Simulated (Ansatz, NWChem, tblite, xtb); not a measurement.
CH3BF2S (methylthiodifluoroborane): methods side by side

The species is CH3BF2S (8 atoms), meant as a singlet with charge 0. SMILES: `CSB(F)F`. The shape is that of a PBE0-D4/def2-TZVP optimisation.

Quantity: the dipole moment, in D. The values are calculated.

```tsv
level	kind	program	value (D)	CPU time
GFN2-xTB	semi-empirical	tblite	2.44	under 2 s
GFN0-xTB	semi-empirical	xtb	1.83	under 2 s
GFN1-xTB	semi-empirical	xtb	2.14	under 2 s
IPEA1-xTB	semi-empirical	tblite	2.72	under 2 s
HF/STO-3G	Hartree–Fock	NWChem	1.04	3.1 s
HF/3-21G	Hartree–Fock	NWChem	2.28	3 s
SPZ81/6-31++G** (spherical functions)	LDA	NWChem	2.31	20 s
B3LYP/6-31G* (Cartesian functions)	global hybrid	NWChem	1.95	37 s
B3LYP5/aug-cc-pVDZ	global hybrid	Ansatz	2.18	15 s
B3LYP5/aug-cc-pVTZ	global hybrid	Ansatz	2.19	41 s
```

The values span 1.04 to 2.72 D. Magnitudes only. Sets without polarisation functions give poor dipoles. Times are those of the runs behind each value, whatever else they computed, on shared processors of several kinds: orders of magnitude only.

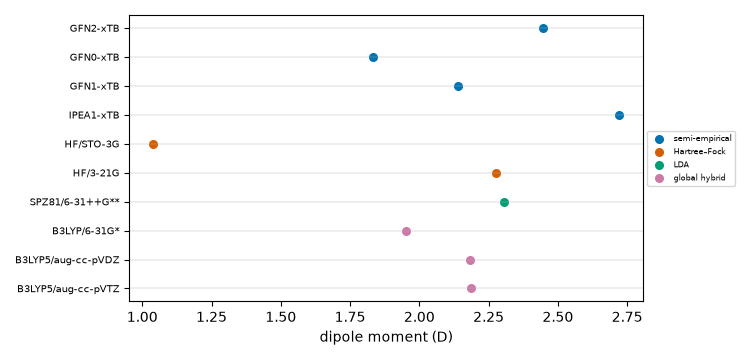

The values of the table, level by level.
